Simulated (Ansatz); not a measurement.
**wB97X/STO-3G run of PH3S (SMILES [PH3]=S)**

What is the electronic atomisation energy of PH3S at wB97X/STO-3G? 

The calculation is run with Ansatz 0.2.0.

47 further runs of the same task are left out: 47 set aside as unsound or not needed.

**1. Starting point**

The species is PH3S (5 atoms), meant as a singlet with charge 0. SMILES: `[PH3]=S`. Geometry: relaxed at GFN2-xTB.

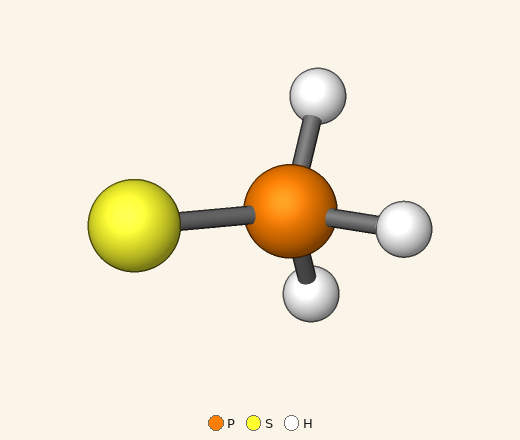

Viewed from a chosen angle; phosphorus orange, sulfur yellow, hydrogen white.

**2. A single-point energy at wB97X/STO-3G**

Contents of in.yaml:

```yaml
crystal:
  periodic: [false, false, false]
  atoms:
    - {symbol: P, position_ang: [0.007920, -0.006600, 0.007660]}
    - {symbol: S, position_ang: [1.261690, -0.941140, 1.111260]}
    - {symbol: H, position_ang: [-1.166840, 0.461930, 0.594540]}
    - {symbol: H, position_ang: [-0.532470, -0.676580, -1.089190]}
    - {symbol: H, position_ang: [0.429710, 1.162380, -0.624270]}
basis:
  gaussian: {orbitals: STO-3G}
hamiltonian: {xc: {name: wB97X}}
accuracy: high
```

Run with:

```bash
$ ansatz run in.yaml --threads 1 --pin off --max-ram 2610MiB --events-out events.jsonl --progress --plain --runs-dir runs
```

Output:

```text
Warning: RAYON_NUM_THREADS=1 ignored (pool sized by the plan → 1); use --threads N
Functional definition: wB97X
  name "wB97X"
  parameter omega = 0.3/bohr
  parameter cx = 0.157706
  parameter cx1 = 0.726479
  parameter cx2 = 1.04760
  parameter cx3 = -5.70635
  parameter cx4 = 13.2794
  parameter css1 = -4.33879
  parameter css2 = 18.2308
  parameter css3 = -31.7430
  parameter css4 = 17.2901
  parameter cos1 = 2.37031
  parameter cos2 = -11.3995
  parameter cos3 = 6.58405
  parameter cos4 = -3.78132
  exchange = spin_sum(e_x_unif_sr(omega)*poly(b97_u_x, 1 - cx, cx1, cx2, cx3, cx4)) + cx*exact_x_sr(omega)
      + exact_x_lr(omega)
  correlation = spin_sum(e_c_pw_same_spin*poly(b97_u_same, 1, css1, css2, css3, css4))
      + integral(e_c_pw_opposite_spin*poly(b97_u_opposite, 1, cos1, cos2, cos3, cos4))
365 factors; integrals over basis functions are off by at most 2.7e-8 eV
143 factors; integrals over basis functions are off by at most 1.2e-9 eV
mean field evaluation 1: about -19941.5150 eV, gradient 2.7e1 eV
mean field evaluation 2: about -19943.4405 eV, gradient 2.0e1 eV
mean field evaluation 4: about -19944.9802 eV, gradient 3.2e-1 eV
mean field evaluation 8: about -19944.9625 eV, gradient 1.3e-3 eV
mean field evaluation 16: about -19944.9625 eV, gradient 7.3e-8 eV
mean field -19944.96250405 eV, -732.9638528426 hartree, gradient 7.3e-8 eV, S^2 0.000000; 0 other end points of the search recorded, 0 dependent functions left out
reference -19944.96250250 eV, -732.9638527858 hartree; 17, 17 occupied and 4, 4 virtual orbitals, 365 factors
Total energy: -19944.96250250 eV, -732.9638527858 hartree
```

Wall time 2.9 s (1 thread of Intel Xeon 6975P-C (Granite Rapids), shared host); peak memory 0.26 GiB.

**3. The H atom**

Contents of in.yaml:

```yaml
crystal:
  periodic: [false, false, false]
  atoms:
    - {symbol: H, position_ang: [0.000000, 0.000000, 0.000000]}
basis:
  gaussian:
    orbitals: STO-3G
magnetization:
  spin_polarized: true
  initial_magnetization: 1
hamiltonian:
  xc: {name: wB97X}
accuracy: high
```

Run the same way, it converges to -0.46692 Eh (log not shown).

**4. The P atom, same level**

Contents of job.yaml:

```yaml
crystal:
  periodic: [false, false, false]
  atoms:
    - {symbol: P, position_ang: [0.000000, 0.000000, 0.000000]}
basis:
  gaussian: {orbitals: STO-3G}
accuracy: high
magnetization: {spin_polarized: true, initial_magnetization: 3}
hamiltonian: {xc: {name: wB97X}}
```

Run with:

```bash
$ ansatz run job.yaml --threads 1 --pin off --max-ram 2610MiB --events-out events.jsonl --progress --plain --runs-dir runs
```

Output:

```text
Warning: RAYON_NUM_THREADS=1 ignored (pool sized by the plan → 1); use --threads N
Functional definition: wB97X
  name "wB97X"
  parameter omega = 0.3/bohr
  parameter cx = 0.157706
  parameter cx1 = 0.726479
  parameter cx2 = 1.04760
  parameter cx3 = -5.70635
  parameter cx4 = 13.2794
  parameter css1 = -4.33879
  parameter css2 = 18.2308
  parameter css3 = -31.7430
  parameter css4 = 17.2901
  parameter cos1 = 2.37031
  parameter cos2 = -11.3995
  parameter cos3 = 6.58405
  parameter cos4 = -3.78132
  exchange = spin_sum(e_x_unif_sr(omega)*poly(b97_u_x, 1 - cx, cx1, cx2, cx3, cx4)) + cx*exact_x_sr(omega)
      + exact_x_lr(omega)
  correlation = spin_sum(e_c_pw_same_spin*poly(b97_u_same, 1, css1, css2, css3, css4))
      + integral(e_c_pw_opposite_spin*poly(b97_u_opposite, 1, cos1, cos2, cos3, cos4))
42 factors; integrals over basis functions are off by at most 1.9e-9 eV
28 factors; integrals over basis functions are off by at most 6.5e-10 eV
mean field evaluation 1: about -9180.0235 eV, gradient 3.5e-1 eV
mean field evaluation 2: about -9180.0238 eV, gradient 1.1e-2 eV
mean field evaluation 4: about -9180.0208 eV, gradient 2.1e-6 eV
mean field evaluation 8: about -9180.0208 eV, gradient 1.8e-8 eV
mean field -9180.02077269 eV, -337.3595409548 hartree, gradient 1.7e-8 eV, S^2 3.750000; 0 other end points of the search recorded, 0 dependent functions left out
reference -9180.02077239 eV, -337.3595409437 hartree; 9, 6 occupied and 0, 3 virtual orbitals, 42 factors
Total energy: -9180.02077239 eV, -337.3595409437 hartree
```

It took 0.78 s on 1 thread of Intel Xeon 6975P-C (Granite Rapids), shared host; peak memory 0.2 GiB.

**5. The S atom, same level**

Contents of molecule.yaml:

```yaml
crystal:
  periodic: [false, false, false]
  atoms:
    - {symbol: S, position_ang: [0.000000, 0.000000, 0.000000]}
basis:
  gaussian: {orbitals: STO-3G}
total_charge: 0
magnetization: {spin_polarized: true, initial_magnetization: 2}
hamiltonian: {xc: {name: wB97X}}
accuracy: high
```

Run the same way, it converges to -393.67757 Eh (log not shown).

**6. Outcome**

At wB97X/STO-3G:

| quantity | value |
| --- | --- |
| molecule: total energy | -732.96385 Eh |
| H atom: total energy | -0.46692 Eh |
| H atom: ⟨S²⟩ | 0.750 |
| P atom: total energy | -337.35954 Eh |
| P atom: ⟨S²⟩ | 3.750 |
| S atom: total energy | -393.67757 Eh |
| S atom: ⟨S²⟩ | 2.000 |
| electronic atomisation energy | 14.313 eV |

Taking the molecule apart into free atoms costs 14.31 eV (1381 kJ/mol), before zero-point energy and without spin-orbit coupling. In a minimal basis such a difference can be off by several eV, whatever the method.
